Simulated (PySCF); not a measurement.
## Electronic structure of C5H12 in real space

Input

```
{"job": {"kind": "nmr", "xc": "PBE0", "basis": "pcSseg-1"}, "charge": 0, "multiplicity": 1}
C     -2.545106    -0.270319     0.308650
C     -1.238907     0.428841     0.649990
C     -0.015701    -0.235661     0.033554
C      1.297677     0.457229     0.369914
C      2.512915    -0.213860    -0.249666
H     -3.409473     0.233025     0.767845
H     -2.713266    -0.292913    -0.780275
H     -2.542965    -1.314714     0.660541
H     -1.283678     1.481617     0.318486
H     -1.114525     0.468095     1.746907
H      0.032498    -1.289736     0.364427
H     -0.136418    -0.275449    -1.064946
H      1.246137     1.509912     0.039066
H      1.414635     0.496576     1.467636
H      2.440112    -0.235616    -1.349105
H      3.445201     0.309837     0.011059
H      2.610750    -1.257003     0.092101
```

Command:

```sh
OMP_NUM_THREADS=1 python probes_run.py task.json out
```

Geometry: PBE0-D3(BJ)/def2-SVP.

Level of theory: PBE0/pcSseg-1, SCF density, gas phase, non-relativistic (PySCF).

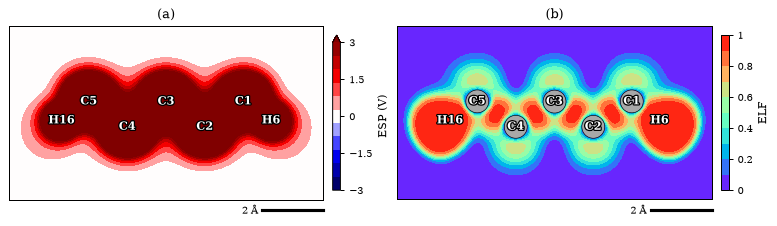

Figure 1. (a) molecular electrostatic potential; (b) ELF on the plane of atoms C3, C4 and C5. Grey discs cover the atomic cores in the ELF map.

What do the fields say about this system?

Answer.
- Atoms in the plane: C and H.
- C–C (1.52 Å): the ELF peaks at about 0.95 between the atoms (a covalent bond).
- C–H (1.10 Å): the ELF climbs to about 1 towards the hydrogen, as it does in any bond to H; an ordinary covalent bond to hydrogen.
- The potential has no marked negative region in this plane.

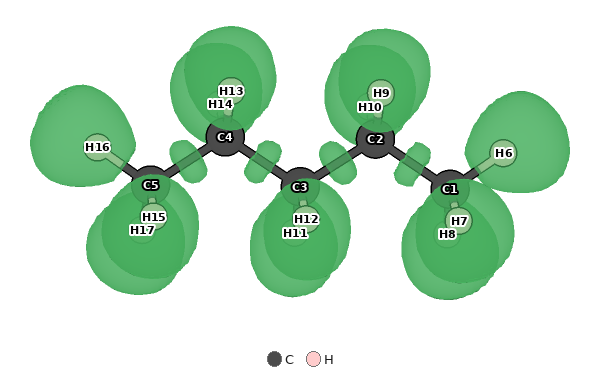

Figure 2. Isosurface of the electron localisation function at 0.85 (green), seen across its widest extent. Core shells and regions of very low density are left out.

Where are the electrons localised?

Answer. The ELF exceeds this value in four regions between bonded C–C atoms (shared pairs) and twelve regions around hydrogen nuclei.

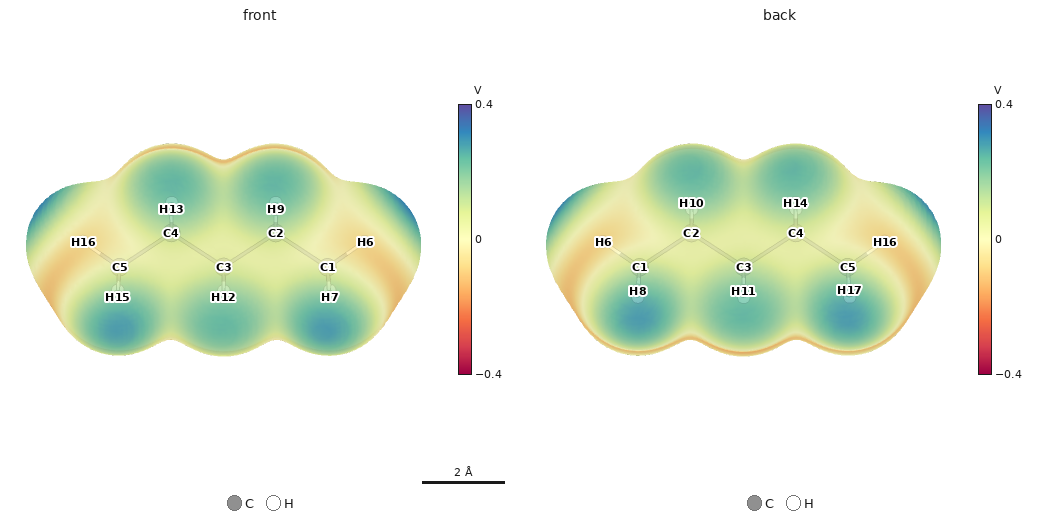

Figure 3. The electrostatic potential painted on the density surface at 0.001 e/bohr³, seen from the front and from behind; the colour scale runs from red (negative) to blue (positive).

Which sites attract a positive test charge, and which a negative one?

Answer. A positive charge is drawn to the negative regions and a negative charge to the positive ones. The surface potential is weak everywhere (between −0.1 and +0.3 V): the molecule has no strongly electron-rich or electron-poor site.
